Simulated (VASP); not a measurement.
Band structure of BAs (relaxed from the 6H structure, space group P6_3mc). These are r2SCAN meta-GGA, VASP's PBE PAW potentials (set 64) (plane waves; VASP) values and carry that method's errors.

The path is coarsely sampled, so an indirect gap can come out somewhat too large.

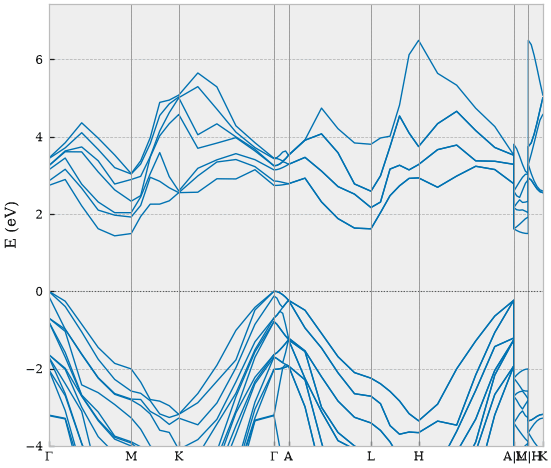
Bands along high-symmetry lines, zero at the valence-band maximum or, without a gap, the Fermi level

Q: Read the plot: is there a gap, and where are the band edges?

A: The gap is indirect, 1.43 eV, from the valence maximum at Γ to the conduction minimum at Γ-M at 0.80.

The structure was generated: BAs was put into the 6H type (P6_3mc), which need not be its known phase. It was relaxed first.
